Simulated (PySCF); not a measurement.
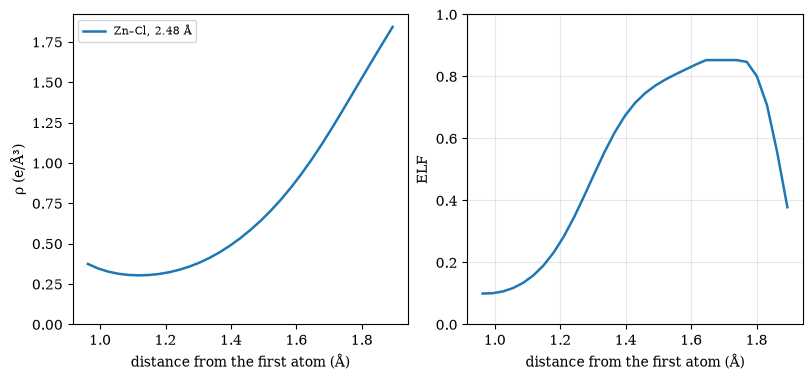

The picture shows: ZnCl (charge −1). Electron density and electron localisation function along straight lines between neighbouring atoms. The curves leave out the atomic cores.

The calculation used PBE0/aug-cc-pVDZ(-PP), non-relativistic Hamiltonian with scalar-relativistic core potentials where named, at a bond length of 2.484 Å in PySCF.

What can be read from the curves?

Zn–Cl (2.48 Å): ρ is about 0.34 e/Å³ halfway, with its minimum of 0.3 e/Å³ about 1.1 Å from Zn; the ELF peaks at about 0.85 in the valence shell of Cl, 0.8 Å from its nucleus, and is about 0.35 at the midpoint.
